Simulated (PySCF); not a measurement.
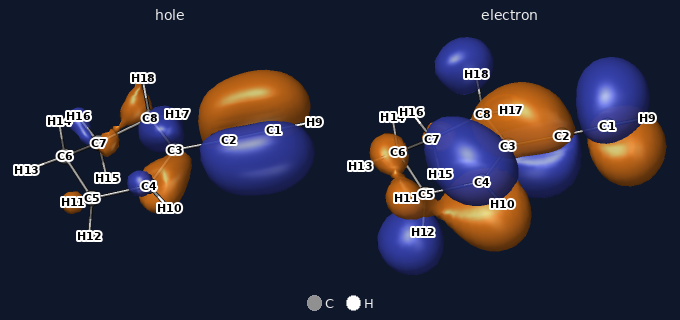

Figure. C₈H₁₀, SMILES `C#CC1=CCCCC1`. Leading natural transition orbital pair of S₂ (TDA singlet states); the surfaces enclose about 78 % of each orbital's density.

Method: PBE/6-31+G*; geometry: GFN2-xTB; program: PySCF. No frequency check shows the geometry to be a minimum.

Geometry (Å), atoms numbered from 1:

```
C1      -3.3090   -0.0279   -0.0330
C2      -2.1089   -0.0689   -0.0188
C3      -0.6933   -0.0748   -0.0027
C4      -0.0096   -1.2164    0.0839
C5       1.4835   -1.2893    0.0972
C6       2.1171    0.0220   -0.3608
C7       1.4334    1.1943    0.3347
C8      -0.0264    1.2723   -0.1010
H9      -4.3577   -0.0086   -0.0455
H10     -0.5392   -2.1562    0.1661
H11      1.8134   -2.1140   -0.5410
H12      1.8136   -1.5249    1.1160
H13      3.1862    0.0168   -0.1390
H14      1.9980    0.1267   -1.4416
H15      1.4840    1.0495    1.4164
H16      1.9425    2.1302    0.0956
H17     -0.5718    1.9931    0.5136
H18     -0.0892    1.6195   -1.1380
```

Where does the state lie, and where do hole and electron sit?

Answer. 5.18 eV (239 nm), f = 0.011, partly diffuse acceptor orbital; the leading pair carries 75 %; hole on C1 (38 %), C2 (29 %) and C3 and C4 (9 % each), electron on C4 (21 %), C3 (14 %) and C1 (13 %) (atom shares of so diffuse an orbital are rough) (shares are of the whole state, not of the leading pair alone); their centroids lie 1.8 Å apart; S₁ lies within 0.1 eV of it. In canonical orbitals it is mainly HOMO−1 → LUMO (70 %). The HOMO–LUMO gap is 4.15 eV.
